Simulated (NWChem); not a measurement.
# HF/6-31G(d) (spherical functions) run of CH3AlF2 (SMILES [CH3][Al]([F])[F]), part 2 of 2

NWChem 7.3.0. The steps go on from the part before.

**3. The doublet cation: a geometry optimisation at UHF/6-31G(d) (spherical functions)**

File struct.nw:

```
start struct
memory 2200 mb
charge 1

geometry units bohr noautosym
C  -0.47923455  1.56072481 -0.45107763
Al  0.55387873 -1.80695612  0.46392776
F   2.85953357 -2.30452101  2.48593472
F  -0.80011004 -4.34183474 -0.71545031
H  -2.03296736  1.54201652 -1.80676715
H  -1.08356896  2.61632582  1.21906232
H   1.09811985  2.60574335 -1.28161226
end

basis spherical bse
* library 6-31G*
end

scf
doublet
uhf
thresh 1e-07
maxiter 80
print low
end

driver
maxiter 60
end

freq
temp 3 298.15 400 700
end

task scf optimize
task scf frequencies
```

On the command line:

```bash
$ nwchem struct.nw > struct.out
```

The program printed:

```text
Northwest Computational Chemistry Package (NWChem) 7.3.0
             --------------------------------------------------------

           Job information
           ---------------

    nwchem branch   = 7.3.0
    use scalapack   = T
    input           = struct.nw
    prefix          = struct.
    data base       = ./struct.db
    status          = startup
    nproc           =        1

           Memory information
           ------------------

    heap     =     72089594 doubles =      550.0 Mbytes
    stack    =     72089599 doubles =      550.0 Mbytes
    global   =    144179200 doubles =     1100.0 Mbytes (distinct from heap & stack)
    total    =    288358393 doubles =     2200.0 Mbytes
    verify   = yes
    hardfail = no

           Directory information
           ---------------------

  0 permanent = .
  0 scratch   = .

                                NWChem Input Module
                                -------------------

          ------
          auto-z
          ------
  no constraints, skipping    0.0000000000000000
  no constraints, skipping    0.0000000000000000

                             Geometry "geometry" -> ""
                             -------------------------

 Output coordinates in a.u. (scale by  1.000000000 to convert to a.u.)

  No.       Tag          Charge          X              Y              Z
 ---- ---------------- ---------- -------------- -------------- --------------
    1 C                    6.0000    -1.00026984     3.24020473    -0.88581857
    2 Al                  13.0000     0.03284344    -0.12747620     0.02918682
    3 F                    9.0000     2.33849828    -0.62504109     2.05119378
    4 F                    9.0000    -1.32114533    -2.66235482    -1.15019125
    5 H                    1.0000    -2.55400265     3.22149644    -2.24150809
    6 H                    1.0000    -1.60460425     4.29580574     0.78432138
    7 H                    1.0000     0.57708456     4.28522327    -1.71635320

      Atomic Mass
      -----------

      C                 12.000000
      Al                26.981540
      F                 18.998400
      H                  1.007825

 Effective nuclear repulsion energy (a.u.)     156.1292905281

            Nuclear Dipole moment (a.u.)
            ----------------------------
        X                 Y               Z
 ---------------- ---------------- ----------------
    -0.0000000000     0.0000000000     0.0000000000

                                Z-matrix (autoz)
                                --------

 Units are Angstrom for bonds and degrees for angles

      Type          Name      I     J     K     L     M      Value
      ----------- --------  ----- ----- ----- ----- ----- ----------
    1 Stretch                  1     2                       1.92593
    2 Stretch                  1     5                       1.09123
    3 Stretch                  1     6                       1.09335
    4 Stretch                  1     7                       1.09348
    5 Stretch                  2     3                       1.64404
    6 Stretch                  2     4                       1.64385
    7 Bend                     1     2     3               121.49909
    8 Bend                     1     2     4               122.40466
    9 Bend                     2     1     5               111.76309
   10 Bend                     2     1     6               110.64369
   11 Bend                     2     1     7               110.62940
   12 Bend                     3     2     4               116.09624
   13 Bend                     5     1     6               108.40159
   14 Bend                     5     1     7               108.39117
   15 Bend                     6     1     7               106.84552
   16 Torsion                  3     2     1     5        -179.86754
   17 Torsion                  3     2     1     6         -58.96160
   18 Torsion                  3     2     1     7          59.24963
   19 Torsion                  4     2     1     5           0.13313
   20 Torsion                  4     2     1     6         121.03908
   21 Torsion                  4     2     1     7        -120.74969

            XYZ format geometry
            -------------------
     7
 geometry
 C                    -0.52932004     1.71464262    -0.46875504
 Al                    0.01738000    -0.06745751     0.01544500
 F                     1.23748009    -0.33075753     1.08544508
 F                    -0.69912005    -1.40885760    -0.60865504
 H                    -1.35152009     1.70474262    -1.18615509
 H                    -0.84912006     2.27324266     0.41504503
 H                     0.30538002     2.26764266    -0.90825507

 ==============================================================================
                                internuclear distances
 ------------------------------------------------------------------------------
       center one      |      center two      | atomic units |       a.u.
 ------------------------------------------------------------------------------
    2 Al               |   1 C                |     3.63948  |     3.63948
    3 F                |   2 Al               |     3.10679  |     3.10679
    4 F                |   2 Al               |     3.10642  |     3.10642
    5 H                |   1 C                |     2.06212  |     2.06212
[... 139 lines left out ...]
      One electron energy =   -970.157031209099
[... 70 lines left out ...]
       Final UHF  results
[... 14 lines left out ...]
     step= 1.00 grad=-2.9D-02 hess= 5.0D-03 energy=   -480.176438 mode=downhill
[... 68 lines left out ...]
      One electron energy =   -975.867539375951
[... 72 lines left out ...]
         Total SCF energy =   -480.199637178969
[... 12 lines left out ...]
 new step= 1.29                   predicted energy=   -480.199932
[... 68 lines left out ...]
      Two electron energy =    333.240811138735
[... 72 lines left out ...]
      One electron energy =   -967.946529675935
[... 50 lines left out ...]
            Nuclear Dipole moment (a.u.)
[... 30 lines left out ...]
 Nuclear repulsion energy =    154.218661414455
[... 72 lines left out ...]
      Two electron energy =    331.895445507520
[... 74 lines left out ...]
       Final UHF  results
[... 31 lines left out ...]
@    4    -480.20143767 -9.5D-05  0.00186  0.00068  0.00681  0.02109     53.3
[... 47 lines left out ...]
 Nuclear repulsion energy =    154.181854411935
[... 76 lines left out ...]
         Total SCF energy =   -480.201517591463
[... 70 lines left out ...]
       Final UHF  results
[... 14 lines left out ...]
     step= 1.00 grad=-1.4D-05 hess= 5.6D-06 energy=   -480.201526 mode=downhill
[... 68 lines left out ...]
      One electron energy =   -965.394056231713
[... 69 lines left out ...]
         Total SCF energy =   -480.201527014428
[... 12 lines left out ...]
 new step= 2.68                   predicted energy=   -480.201528
[... 64 lines left out ...]
      Two electron energy =    331.405151324061
[... 73 lines left out ...]
      One electron energy =   -965.388886705901
[... 50 lines left out ...]
            Nuclear Dipole moment (a.u.)
[... 30 lines left out ...]
 Nuclear repulsion energy =    153.787684725868
[... 69 lines left out ...]
      Two electron energy =    331.424208559415
[... 74 lines left out ...]
       Final UHF  results
[... 31 lines left out ...]
@    9    -480.20152908 -5.7D-07  0.00003  0.00001  0.00243  0.00764    102.9
[... 43 lines left out ...]
 Nuclear repulsion energy =    153.787258990756
[... 66 lines left out ...]
         Total SCF energy =   -480.201529091249
[... 87 lines left out ...]
                Final and change from initial internal coordinates
[... 117 lines left out ...]
 stpr_wrt_fd_dipole: overwrite of existing file./struct.fd_ddipole
[... 6 lines left out ...]
 d_dipole_x/<atom=   1,z> =    -0.0006     [   -0.0027]
[... 4 lines left out ...]
 d_dipole_x/<atom=   3,y> =     0.0506     [    0.2429]
[... 4 lines left out ...]
 d_dipole_x/<atom=   5,x> =     0.1325     [    0.6363]
[... 4 lines left out ...]
 d_dipole_x/<atom=   6,z> =    -0.0204     [   -0.0982]
[... 5 lines left out ...]
 d_dipole_y/<atom=   1,x> =     0.0426     [    0.2044]
[... 4 lines left out ...]
 d_dipole_y/<atom=   2,z> =    -0.0941     [   -0.4520]
[... 4 lines left out ...]
 d_dipole_y/<atom=   4,y> =    -0.7780     [   -3.7367]
[... 4 lines left out ...]
 d_dipole_y/<atom=   6,x> =    -0.0112     [   -0.0540]
[... 4 lines left out ...]
 d_dipole_y/<atom=   7,z> =    -0.0168     [   -0.0806]
[... 5 lines left out ...]
 d_dipole_z/<atom=   2,x> =     0.0840     [    0.4034]
[... 4 lines left out ...]
 d_dipole_z/<atom=   3,z> =    -0.6194     [   -2.9750]
[... 4 lines left out ...]
 d_dipole_z/<atom=   5,y> =     0.0204     [    0.0981]
[... 4 lines left out ...]
 d_dipole_z/<atom=   7,x> =    -0.0235     [   -0.1127]
[... 117 lines left out ...]
          MASS-WEIGHTED PROJECTED HESSIAN (Hartree/Bohr/Bohr/Kamu)
[... 61 lines left out ...]
 Thermal correction to Energy     =   31.043 kcal/mol  (  0.049470 au)
[... 67 lines left out ...]
 Normal Eigenvalue ||    Projected Derivative Dipole Moments (debye/angs)
[... 9 lines left out ...]
 ----------------------------------------------------------------------------
 Normal Eigenvalue ||           Projected Infra Red Intensities
  Mode   [cm**-1]  || [atomic units] [(debye/angs)**2] [(KM/mol)] [arbitrary]
 ------ ---------- || -------------- ----------------- ---------- -----------
    1      -14.752 ||    0.000014           0.000         0.014       0.004
    2       -0.000 ||    0.017918           0.413        17.468       5.013
    3        0.000 ||    0.013213           0.305        12.880       3.696
[... 17 lines of this table left out ...]
   21     3398.647 ||    0.029780           0.687        29.031       8.331
 ----------------------------------------------------------------------------

 ===============================================================================
      Negative Nuclear Hessian Mode    1  Eigenvalue =    -14.75 cm**(-1)
 -------------------------------------------------------------------------------
   Raw step length:  0.978 a.u.      ;  The Raw step for this mode is:
    1 C                    6.0000    -0.00204274    -0.00001706     0.00230651
    2 Al                  13.0000     0.00066892     0.00000059    -0.00074561
    3 F                    9.0000    -0.02094412     0.00005981     0.02391770
    4 F                    9.0000     0.02046460    -0.00003900    -0.02336261
    5 H                    1.0000    -0.36393776     0.00177127     0.41707298
    6 H                    1.0000     0.52903117     0.19553443     0.07770577
    7 H                    1.0000    -0.14963992    -0.19751077    -0.51274453

  Geometry after  100.0% step for mode  1; Step length =  0.978 a.u.
   Maximum component (any atom: x,y, or z) displacement:  0.529
    1 C                    6.0000    -1.07020865     3.48825457    -0.94394624
    2 Al                  13.0000     0.16034084    -0.51880068     0.14068410
    3 F                    9.0000     2.39143117    -0.20854503     2.13878987
    4 F                    9.0000    -1.58589475    -2.40809263    -1.42422896
    5 H                    1.0000    -2.92306563     2.98519775    -1.82789769
    6 H                    1.0000    -1.05168151     4.34689808     0.99436202
    7 H                    1.0000     0.56108291     3.94274527    -2.22278201

  Geometry after -100.0% step for mode  1; Step length =  0.978 a.u.
   Maximum component (any atom: x,y, or z) displacement:  0.529
    1 C                    6.0000    -1.06612317     3.48828869    -0.94855927
    2 Al                  13.0000     0.15900299    -0.51880186     0.14217532
    3 F                    9.0000     2.43331941    -0.20866465     2.09095446
    4 F                    9.0000    -1.62682395    -2.40801464    -1.37750374
    5 H                    1.0000    -2.19519011     2.98165521    -2.66204366
    6 H                    1.0000    -2.10974384     3.95582922     0.83895047
    7 H                    1.0000     0.86036276     4.33776682    -1.19729295

  Geometry after   50.0% step for mode  1; Step length =  0.489 a.u.
   Maximum component (any atom: x,y, or z) displacement:  0.265
    1 C                    6.0000    -1.06918728     3.48826310    -0.94509950
    2 Al                  13.0000     0.16000638    -0.51880097     0.14105690
    3 F                    9.0000     2.40190323    -0.20857493     2.12683101
    4 F                    9.0000    -1.59612705    -2.40807313    -1.41254766
    5 H                    1.0000    -2.74109675     2.98431211    -2.03643418
    6 H                    1.0000    -1.31619709     4.24913087     0.95550913
    7 H                    1.0000     0.63590287     4.04150066    -1.96640975

  Geometry after  -50.0% step for mode  1; Step length =  0.489 a.u.
   Maximum component (any atom: x,y, or z) displacement:  0.265
    1 C                    6.0000    -1.06714454     3.48828016    -0.94740601
    2 Al                  13.0000     0.15933745    -0.51880156     0.14180251
    3 F                    9.0000     2.42284735    -0.20863475     2.10291331
    4 F                    9.0000    -1.61659165    -2.40803413    -1.38918505
    5 H                    1.0000    -2.37715899     2.98254084    -2.45350717
    6 H                    1.0000    -1.84522826     4.05359644     0.87780336
    7 H                    1.0000     0.78554279     4.23901143    -1.45366522

  Geometry after   37.8% step for mode  1; Step length =  0.370 a.u.
   Maximum component (any atom: x,y, or z) displacement:  0.200
    1 C                    6.0000    -1.06893817     3.48826518    -0.94538078
    2 Al                  13.0000     0.15992480    -0.51880105     0.14114783
    3 F                    9.0000     2.40445737    -0.20858223     2.12391424
    4 F                    9.0000    -1.59862272    -2.40806838    -1.40969858
    5 H                    1.0000    -2.69671438     2.98409611    -2.08729642
    6 H                    1.0000    -1.38071267     4.22528536     0.94603288
    7 H                    1.0000     0.65415152     4.06558718    -1.90388033

  Geometry after  -37.8% step for mode  1; Step length =  0.370 a.u.
   Maximum component (any atom: x,y, or z) displacement:  0.200
    1 C                    6.0000    -1.06739365     3.48827808    -0.94712473
    2 Al                  13.0000     0.15941903    -0.51880149     0.14171158
    3 F                    9.0000     2.42029320    -0.20862745     2.10583008
    4 F                    9.0000    -1.61409598    -2.40803889    -1.39203413
    5 H                    1.0000    -2.42154136     2.98275685    -2.40264493
    6 H                    1.0000    -1.78071267     4.07744195     0.88727961
    7 H                    1.0000     0.76729414     4.21492490    -1.51619464

  Geometry after   18.9% step for mode  1; Step length =  0.185 a.u.
   Maximum component (any atom: x,y, or z) displacement:  0.100
    1 C                    6.0000    -1.06855204     3.48826841    -0.94581677
    2 Al                  13.0000     0.15979836    -0.51880116     0.14128877
    3 F                    9.0000     2.40841633    -0.20859353     2.11939320
    4 F                    9.0000    -1.60249103    -2.40806100    -1.40528246
    5 H                    1.0000    -2.62792112     2.98376129    -2.16613354
    6 H                    1.0000    -1.48071267     4.18832451     0.93134456
    7 H                    1.0000     0.68243718     4.10292161    -1.80695890

  Geometry after  -18.9% step for mode  1; Step length =  0.185 a.u.
   Maximum component (any atom: x,y, or z) displacement:  0.100
    1 C                    6.0000    -1.06777978     3.48827486    -0.94668874
    2 Al                  13.0000     0.15954547    -0.51880138     0.14157065
    3 F                    9.0000     2.41633424    -0.20861615     2.11035112
    4 F                    9.0000    -1.61022767    -2.40804626    -1.39645024
    5 H                    1.0000    -2.49033461     2.98309166    -2.32380780
    6 H                    1.0000    -1.68071267     4.11440280     0.90196793
    7 H                    1.0000     0.73900849     4.17759047    -1.61311606

 vib:animation  F

 Task  times  cpu:       17.1s     wall:       17.1s
 Total times  cpu:      124.3s     wall:      124.3s
```

It took 2.1 min on 1 thread of Intel Xeon 6975P-C (Granite Rapids), shared host; peak memory 0.14 GiB.

The path in brief:

| step | energy from the first frame kept (eV) |
| --- | --- |
| 0 | 0.0000 |
| 1 | -1.1393 |
| 2 | -1.2959 |
| 3 | -1.3323 |
| 4 | -1.3348 |
| 5 | -1.3370 |
| 6 | -1.3373 |
| 7 | -1.3373 |
| 8 | -1.3373 |
| 9 | -1.3373 |
| 10 | -1.3373 |

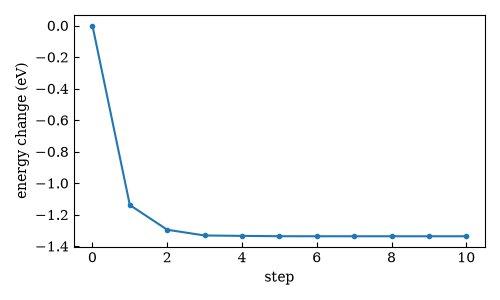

Energy along the run.

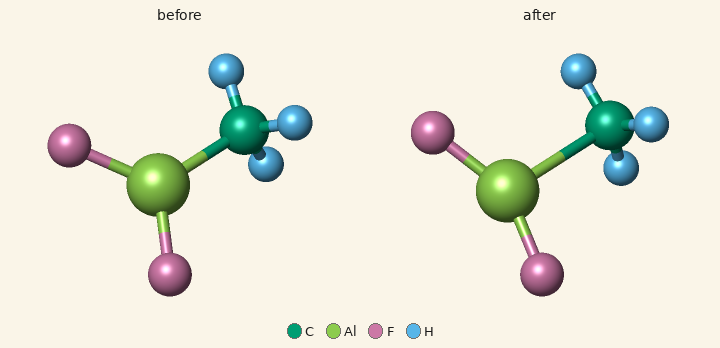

Before and after, at one scale.

After the run. Bond lengths: C1–Al2 2.291 Å, Al2–F3 1.593 Å, Al2–F4 1.593 Å, C1–H5 1.080 Å, C1–H6 1.081 Å, C1–H7 1.081 Å. Angles: C1–Al2–F3 106.3°, C1–Al2–F4 106.6°, F3–Al2–F4 147.1°, Al2–C1–H5 97.9°, Al2–C1–H6 98.2°, Al2–C1–H7 98.2°, H5–C1–H6 118.5°, H5–C1–H7 118.5°, H6–C1–H7 117.1°.

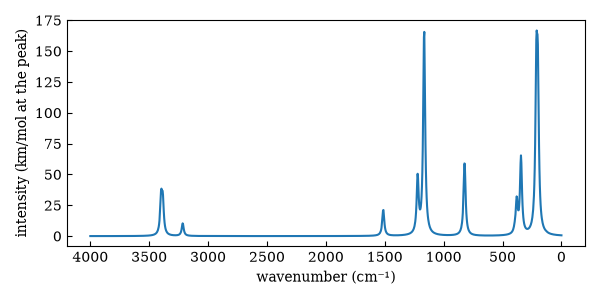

Harmonic infrared spectrum, unscaled, lines broadened by 10 cm⁻¹.

**4. Results**

The summary covers parts 1 to 2.

Level: HF/6-31G* (spherical functions).

| quantity | value |
| --- | --- |
| run 1, HF/6-31G*: total energy at the end | -480.55657 Eh |
| run 1, HF/6-31G*: lowest harmonic wavenumber | 8i cm⁻¹ (imaginary) |
| run 1, HF/6-31G*: highest harmonic wavenumber | 3269 cm⁻¹ |
| doublet cation: total energy at the end | -480.20153 Eh |
| doublet cation: ⟨S²⟩ | 0.756 |
| doublet cation: lowest harmonic wavenumber | 15i cm⁻¹ (imaginary) |
| doublet cation: highest harmonic wavenumber | 3399 cm⁻¹ |
| adiabatic ionisation energy (to the doublet cation, no zero-point term) | 9.661 eV |

In words: The adiabatic ionisation energy (to the doublet cation, no zero-point term) is 9.66 eV (223 kcal/mol). 1 mode (run 1, HF/6-31G*) is imaginary (lowest 8i cm⁻¹); so small a value may be numerical noise or a very soft motion. The optimisation (run 1, HF/6-31G*) took 5 steps and changed the energy by -0.009 eV. 1 mode (doublet cation) is imaginary (lowest 15i cm⁻¹); so small a value may be numerical noise or a very soft motion. The optimisation (doublet cation) took 11 steps and changed the energy by -1.337 eV.
